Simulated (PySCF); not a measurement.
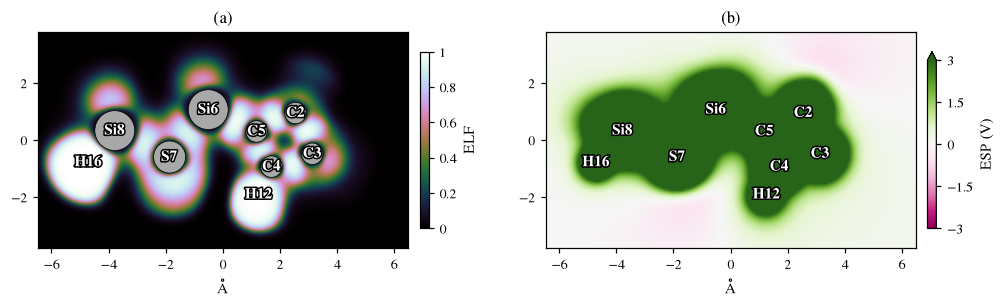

C$_{4}$H$_{9}$FSSi$_{2}$. (a) electron localisation function; (b) electrostatic potential on the plane of atoms C5, C4 and H12. Grey discs cover the atomic cores in the ELF map.

Geometry: GFN2-xTB.

Theory: PySCF, B3LYP/def2-SVPD, SCF density, gas phase.

The calculation's input:

```
{"job": {"kind": "uv", "xc": "B3LYP", "basis": "def2-SVPD", "nstates": 8, "ntriplets": 3}, "charge": 0, "multiplicity": 1}
F     -2.150476     1.157995     2.265437
C     -2.076296     1.125188     0.894858
C     -3.080575     0.174854     0.201574
C     -1.860757    -0.515602    -0.335869
C     -0.980786     0.259348     0.312211
Si     0.864615     0.328430     0.541837
S      1.636557    -1.095235    -0.874837
Si     3.748772    -1.020116    -0.523542
H     -2.092095     2.164871     0.556042
H     -3.748187     0.634656    -0.526120
H     -3.660989    -0.414642     0.909558
H     -1.749577    -1.338535    -1.016681
H      1.386114     1.654405     0.210571
H      1.271732    -0.072930     1.885432
H      4.003889    -1.409774     0.857633
H      4.278572    -1.966742    -1.487159
H      4.202489     0.345860    -0.754787
```

Launched as:

```sh
OMP_NUM_THREADS=1 python probes_run.py task.json out
```

Question: What do the fields say about this system?

Answer: The plane passes through C, Si, S and H nuclei.
C–C (1.34 Å): the ELF peaks at about 0.90 between the atoms (a multiple bond).
C–Si (1.86 Å): the ELF peaks at about 1 between the atoms, as expected for localised, covalent bonding.
Si–S (2.14 Å): the ELF peaks at about 0.90 between the atoms, as expected for a shared electron pair.
C–H (1.07 Å): the ELF climbs to about 1 towards the hydrogen, as it does in any bond to H (an ordinary covalent bond to hydrogen).
C–C (1.50 Å): the ELF peaks at about 0.95 between the atoms: a shared electron pair.
The ELF also peaks beside S7, away from the bonds: lone-pair regions.
Outside the dense part of the molecule the potential is most negative (−0.6 V) near F1, which lies off the plane.
